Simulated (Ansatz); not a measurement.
The parent structure is HfO2 (space group P4_2/nmc, No. 137; a = 3.577 Å, c = 5.203 Å).

The change: an isotropic linear strain of −0.29 %, atoms relaxed at fixed cell.

Level of theory: Kohn–Sham DFT with the r2SCAN functional, run in Ansatz (an electronic-structure program) with PAW and 500 eV plane waves, no spin-orbit coupling.

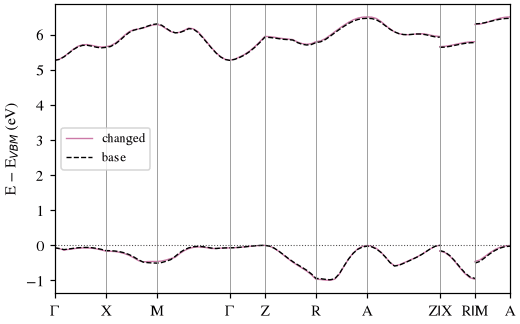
Fig. 1. Highest valence and lowest conduction band along the path, each from its own valence-band maximum

Read the changed gap and its character from the plot.

About 5.3 eV, indirect, Z → Γ.

Spin-orbit coupling, missing from the scalar runs, can matter with Hf. Stability against distortions was not tested. This is not the structure that HfO2 has at room temperature and ambient pressure.
